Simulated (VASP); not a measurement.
Band structure of NbRe (space group Cmmm). These are PBEsol GGA, VASP's PBE PAW potentials (set 64) (plane waves; VASP 6.6.1) values and carry that method's errors.

Unless said otherwise, spin-orbit coupling is left out, though it shifts the bands of the heavy elements here.

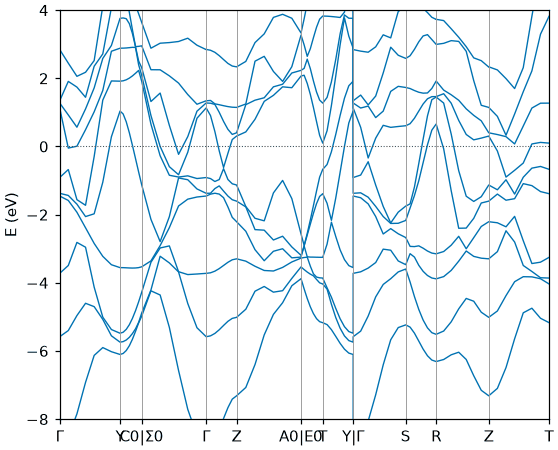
Figure. Bands along high-symmetry lines, zero at the valence-band maximum or, without a gap, the Fermi level

Q: Read the plot: is there a gap, and where are the band edges?

A: It has no gap at this level: it comes out as a metal or semimetal. (Edges off the drawn lines would not show.)

The structure comes from a computed database's NbRe entry (Cmmm); how it stands against other phases isn't given here. It was relaxed first.
